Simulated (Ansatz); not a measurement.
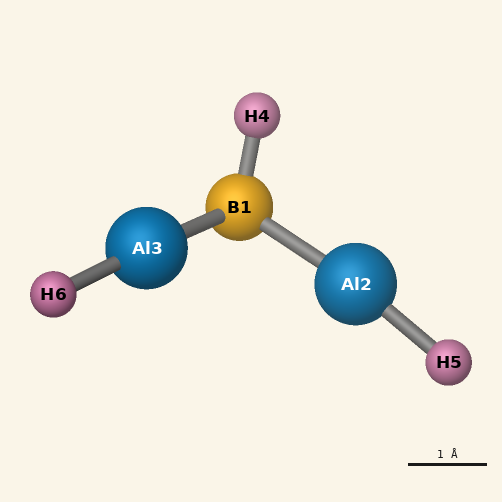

The geometry was computed by an optimisation with PBE0-D4/def2-TZVP. No frequency run is at hand to confirm it as a minimum.

List the bonds and their lengths.

```json
{"bond": "B1–Al2", "length (Å)": "1.970"}
{"bond": "B1–Al3", "length (Å)": "1.970"}
{"bond": "B1–H4", "length (Å)": "1.213"}
{"bond": "Al2–H5", "length (Å)": "1.594"}
{"bond": "Al3–H6", "length (Å)": "1.594"}
```
